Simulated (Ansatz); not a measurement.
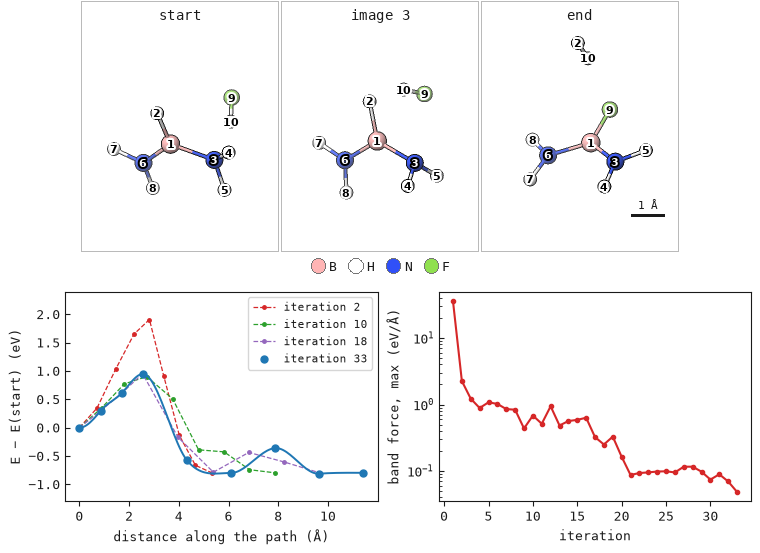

NEB run on BN$_{2}$H$_{6}$F. Images are numbered from 0 (start) to 8 (end). The plot follows the band through its iterations. A ball-and-stick model, seen at a tilt.

Method: RKS LDA/def2-SVP in Ansatz 0.2.0. Set-up: 7 movable images; climbing image; force threshold 0.05 eV/Å; iteration limit 60; starting path through a guess of the saddle point.

Question: How did the profile develop, and is the result final?

Answer: The run is converged, with reservations. The band converged in 33 iterations. The largest component of the band force went from 36 to 0.048 eV/Å. The climbing image converged on the top of the path. Its vibrational analysis gives one imaginary mode (506i cm⁻¹), as a transition state must have. The first iteration put the highest image at 5.33 eV. The highest point, image 3, lies 0.95 eV above the start and 1.74 eV above the end; the end is at −0.80 eV relative to the start. Image 7 lies below both ends, at −0.81 eV, which points to an intermediate minimum that so few images don't resolve. The profile has 2 maxima (images 3, 6) with a dip at image 5 (−0.80 eV), so the process runs in steps.

Cost: 2.7 min on 2 threads of Intel(R) Xeon(R) Platinum 8375C CPU @ 2.90GHz (Ice Lake), on a shared host, peak memory 0.13 GiB.
